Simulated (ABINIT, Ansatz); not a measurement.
# Tl2Te (Fm-3m): phonons by linear response, part 3 of 3

How does Tl2Te (Fm-3m) vibrate, and is this structure a minimum?

ABINIT 10.8.3; DFT LDA, scalar-relativistic, plane waves, HGH norm-conserving pseudopotentials.

So far, highest frequency (cm⁻¹): step 7 (dispersion) 94.1. Also lowest frequency on the path (cm⁻¹): step 7 -27.8. The relaxed cell has a = 7.415 Å (conventional setting).

The structure was built from a prototype and need not be the compound's stable phase.

### Step 9. Zone-centre analysis

anaddb reads the merged derivatives, imposes the acoustic sum rule and charge neutrality, and adds the LO-TO term along chosen directions.

The input, anaddb.abi:

```
ddb_filepath "gamma_DDB"
output_file "anaddb.abo"
outdata_prefix "anaddb"
asr 1
chneut 1
enunit 2
eivec 1
nph1l 1
qph1l 0.0 0.0 0.0 1.0
dieflag 1
nph2l 3
qph2l 
    1.0 0.0 0.0 0.0
    0.0 0.0 1.0 0.0
    1.0 1.0 1.0 0.0
```

The input, mrgddb.in:

```
gamma_DDB
merged
2
dfpt_gammao_DS2_DDB
gso_DDB
```

Started as:

```console
$ mrgddb < mrgddb.in > mrgddb.log
$ OMP_NUM_THREADS=1 anaddb anaddb.abi > anaddb.log
```

anaddb.abo, the main output file:

```text
[banners, grids, parts of the stress and lines that vanish by symmetry left out]
-outvars_anaddb: echo values of input variables ----------------------

 Flags :
[...]
Dielectric Tensor and Effective Charges
[...]
Effective charge tensors after
[...]
Phonon wavevector (reduced coordinates) :  0.00000  0.00000  0.00000
 Phonon energies in Hartree :
[...]
Phonon energies in meV     :
-  0.000000E+00  0.000000E+00  0.000000E+00  7.464859E+00  7.464859E+00
-  7.464859E+00  1.060684E+01  1.060684E+01  1.060684E+01
 Phonon frequencies in cm-1    :
-  0.000000E+00  0.000000E+00  0.000000E+00  6.020814E+01  6.020814E+01
-  6.020814E+01  8.554993E+01  8.554993E+01  8.554993E+01
 Phonon frequencies in Thz     :
-  0.000000E+00  0.000000E+00  0.000000E+00  1.804995E+00  1.804995E+00
-  1.804995E+00  2.564723E+00  2.564723E+00  2.564723E+00
 Phonon energies in Kelvin  :
-  0.000000E+00  0.000000E+00  0.000000E+00  8.662609E+01  8.662609E+01
-  8.662609E+01  1.230873E+02  1.230873E+02  1.230873E+02
[...]
-  1  0.00000000E+00  0.00000000E+00  1.01132167E-03
-     0.00000000E+00  0.00000000E+00  0.00000000E+00
-  2  0.00000000E+00  0.00000000E+00  1.01132097E-03
-     0.00000000E+00  0.00000000E+00  0.00000000E+00
-  3  0.00000000E+00  0.00000000E+00  1.01132097E-03
-     0.00000000E+00  0.00000000E+00  0.00000000E+00
[...]
-  1  0.00000000E+00  1.01132167E-03  0.00000000E+00
-     0.00000000E+00  0.00000000E+00  0.00000000E+00
-  2  0.00000000E+00  1.01132097E-03  0.00000000E+00
-     0.00000000E+00  0.00000000E+00  0.00000000E+00
-  3  0.00000000E+00  1.01132097E-03  0.00000000E+00
-     0.00000000E+00  0.00000000E+00  0.00000000E+00
[...]
-  1  1.01132167E-03  0.00000000E+00  0.00000000E+00
-     0.00000000E+00  0.00000000E+00  0.00000000E+00
-  2  1.01132097E-03  0.00000000E+00  0.00000000E+00
-     0.00000000E+00  0.00000000E+00  0.00000000E+00
-  3  1.01132097E-03  0.00000000E+00  0.00000000E+00
-     0.00000000E+00  0.00000000E+00  0.00000000E+00
[...]
-  1  0.00000000E+00  0.00000000E+00  0.00000000E+00
-     0.00000000E+00  0.00000000E+00  0.00000000E+00
[...]
-     0.00000000E+00  0.00000000E+00  0.00000000E+00
[...]
-     0.00000000E+00  0.00000000E+00  0.00000000E+00
[...]
-     0.00000000E+00  0.00000000E+00  0.00000000E+00
[...]
-     0.00000000E+00  0.00000000E+00  0.00000000E+00
[...]
-     1          0.000000    -0.000000    -0.000001     0.000001
-     2         -0.000000    -0.000001     0.000000     0.000001
-     3         -0.000001     0.000000    -0.000000     0.000001
-     4          0.000000    -0.000000     0.000000     0.000000
-     5          0.000000     0.000000     0.000000     0.000000
-     6         -0.000000     0.000000     0.000000     0.000000
-     7         -0.000017    -0.000003     3.529705     3.529705
-     8         -0.000017     3.529705     0.000003     3.529705
-     9         -3.529705    -0.000017    -0.000017     3.529705
[...]
-   1     Real    0.0000E+00  0.0000E+00  0.0000E+00  0.0000E+00  0.0000E+00  0.0000E+00  0.0000E+00
[...]
-   2     Real    0.0000E+00  0.0000E+00  0.0000E+00  0.0000E+00  0.0000E+00  0.0000E+00  0.0000E+00
[...]
-   3     Real    0.0000E+00  0.0000E+00  0.0000E+00  0.0000E+00  0.0000E+00  0.0000E+00  0.0000E+00
[...]
-   4     Real    0.0000E+00  0.0000E+00  0.0000E+00  0.0000E+00  0.0000E+00  0.0000E+00  0.0000E+00
[...]
-   5     Real    0.0000E+00  0.0000E+00  0.0000E+00  0.0000E+00  0.0000E+00  0.0000E+00  0.0000E+00
[...]
-   6     Real    0.0000E+00  0.0000E+00  0.0000E+00  0.0000E+00  0.0000E+00  0.0000E+00  0.0000E+00
[...]
-   7     Real    0.0000E+00  0.0000E+00  4.8776E-05  0.0000E+00 -2.3308E-10 -4.4033E-11  4.8776E-05
[...]
-   8     Real    0.0000E+00  4.8776E-05  0.0000E+00 -2.3440E-10  0.0000E+00  4.4032E-11  4.8776E-05
[...]
-   9     Real    4.8776E-05  0.0000E+00  0.0000E+00  2.3440E-10  2.3308E-10  0.0000E+00  4.8776E-05
[...]
Phonon at Gamma, with non-analyticity in the
[...]
Phonon energies in Hartree :
[...]
Phonon energies in meV     :
-  0.000000E+00  0.000000E+00  0.000000E+00  7.464859E+00  7.464859E+00
[...]
Phonon frequencies in cm-1    :
[...]
Phonon frequencies in Thz     :
[...]
Phonon energies in Kelvin  :
[...]
Phonon at Gamma, with non-analyticity in the
[...]
Phonon energies in Hartree :
[...]
Phonon energies in meV     :
-  0.000000E+00  0.000000E+00  0.000000E+00  7.464859E+00  7.464859E+00
[...]
Phonon frequencies in cm-1    :
-  0.000000E+00  0.000000E+00  0.000000E+00  6.020814E+01  6.020814E+01
[...]
Phonon frequencies in Thz     :
-  0.000000E+00  0.000000E+00  0.000000E+00  1.804995E+00  1.804995E+00
[...]
Phonon energies in Kelvin  :
-  0.000000E+00  0.000000E+00  0.000000E+00  8.662609E+01  8.662609E+01
[...]
-     0.00000000E+00  0.00000000E+00  0.00000000E+00
[...]
-     0.00000000E+00  0.00000000E+00  0.00000000E+00
[...]
Phonon at Gamma, with non-analyticity in the
[...]
Phonon energies in Hartree :
[...]
Phonon energies in meV     :
-  0.000000E+00  0.000000E+00  0.000000E+00  7.464859E+00  7.464859E+00
-  7.464859E+00  1.060684E+01  1.060684E+01  1.166756E+01
 Phonon frequencies in cm-1    :
-  0.000000E+00  0.000000E+00  0.000000E+00  6.020814E+01  6.020814E+01
-  6.020814E+01  8.554993E+01  8.554993E+01  9.410520E+01
 Phonon frequencies in Thz     :
-  0.000000E+00  0.000000E+00  0.000000E+00  1.804995E+00  1.804995E+00
-  1.804995E+00  2.564723E+00  2.564723E+00  2.821203E+00
 Phonon energies in Kelvin  :
-  0.000000E+00  0.000000E+00  0.000000E+00  8.662609E+01  8.662609E+01
-  8.662609E+01  1.230873E+02  1.230873E+02  1.353964E+02
[...]
-  1  0.00000000E+00  2.80873716E-07 -1.01132160E-03
-     0.00000000E+00  0.00000000E+00  0.00000000E+00
-  2  0.00000000E+00  2.80832928E-07 -1.01132094E-03
-     0.00000000E+00  0.00000000E+00  0.00000000E+00
[...]
-     0.00000000E+00  0.00000000E+00  0.00000000E+00
[...]
-     0.00000000E+00  0.00000000E+00  0.00000000E+00
[...]
-  2 -4.57743579E-04  2.78737248E-04  1.79006331E-04
-     0.00000000E+00  0.00000000E+00  0.00000000E+00
-  3 -4.57743579E-04  2.78737248E-04  1.79006331E-04
-     0.00000000E+00  0.00000000E+00  0.00000000E+00
[...]
Direction                     Dielectric constant
[...]
0.00000   0.00000   1.00000     33.79354108
   1.00000   1.00000   1.00000     33.79354108
-
```

Wall time 0.48 s (1 thread of Arm Neoverse V2, shared host).

This step gave:

| Quantity | Value |
| --- | --- |
| mean static dielectric constant | 33.79 |
| highest mode moved by the LO-TO term | 94.11 cm⁻¹ |

No LO-TO term; unit eigenvectors of the mass-weighted matrix, from anaddb's displacements. The modes at Γ (shares of kinetic energy by element, %):

```csv
mode,frequency (cm⁻¹),symmetry,Te %,Tl %
1,0.0,acoustic,24,76
2,0.0,acoustic,24,76
3,0.0,acoustic,24,76
4,60.2,T2g,0,100
5,60.2,T2g,0,100
6,60.2,T2g,0,100
7,85.5,T1u,76,24
8,85.5,T1u,76,24
9,85.5,T1u,76,24
```

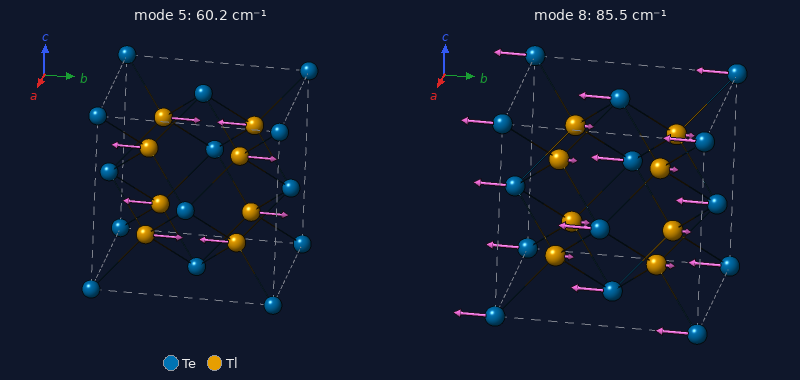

Displacement patterns of modes 5 and 8 at Γ; arrows are exaggerated. Some periodic images of atoms are drawn too.

Trace of the oscillator strength, degenerate modes summed. Infrared lines, with heights relative to the strongest:

```csv
position (cm⁻¹),lines merged,"IR intensity, relative"
60,3,0.0
86,3,100
```

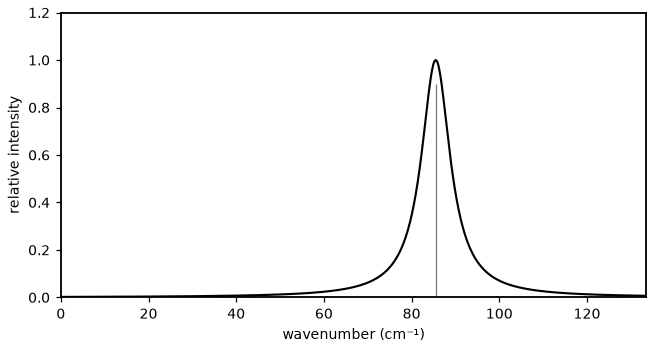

The infrared spectrum, broadened with Lorentzians of width 8 cm⁻¹; bars mark the lines.

Static dielectric tensor (ions relaxed, fixed cell):

```
33.79  0.00  0.00
 0.00 33.79  0.00
 0.00  0.00 33.79
```

Before neutrality was imposed the Born charges missed it by 0.28 e, so ε₀, the LO modes and the intensities above are not converged in mesh or cutoff.

### Step 10. What came out

```json
{
  "space group after relaxation": "Fm-3m",
  "volume per atom": "34.0 Å³",
  "highest optical zone-centre mode (no LO-TO term)": "85.5 cm⁻¹",
  "lowest optical zone-centre mode": "60.2 cm⁻¹",
  "highest mode moved by the LO-TO term (probably not converged in the k mesh)": "94.1 cm⁻¹",
  "mean high-frequency dielectric constant (probably not converged in the k mesh)": "27.9",
  "largest Born charge in size (third of the trace) (probably not converged in the k mesh)": "2.85 e",
  "mean static dielectric constant (probably not converged in the k mesh)": "33.8",
  "q mesh": "2×2×2",
  "lowest mode on the q mesh (acoustic ones at the zone centre apart)": "-27.8 cm⁻¹",
  "imaginary modes on the q mesh": "yes"
}
```

**Reading.** Tl2Te (Fm-3m) is unstable: a mode solved on the 2×2×2 mesh is imaginary, 28i cm⁻¹; its spectrum reaches 94 cm⁻¹. At the LDA level the optical modes of Tl2Te (Fm-3m) at the zone centre (no LO-TO term) run from 60 to 86 cm⁻¹. Along the directions run, the highest mode that the macroscopic field moves lies at 94 cm⁻¹. Lattice motion raises the mean dielectric constant from 27.93 to 33.79. The Born charges miss their sum rule by 0.28 e, a sign that the k mesh or the cutoff is short for the field response. ε∞, the Born charges and what follows from them are probably not converged in the k mesh. The most unstable solved mode lies at q = (0.5, 0.5, 0), on the zone boundary, so the distortion that it points to doubles the cell. These are harmonic frequencies at zero temperature: anharmonic shifts and linewidths and thermal expansion are left out. Spin-orbit coupling is left out, which can matter for the heavy elements here. The HGH files keep few electrons and have no core correction, which is cheap but rough for Tl. The structure is a hypothetical one, built on a prototype.

[Host names and launcher messages were left out of these logs when they were recorded.]

[Logs are printed without paths, hosts, clocks, repeated set-up lines and the standing remarks that a program may print on its own settings, such as how far it seeks lower states.]

[Hosts, paths, dates, database ids (printed as entryN), source tags and the programs' standing remarks are cut or masked in the printed files.]
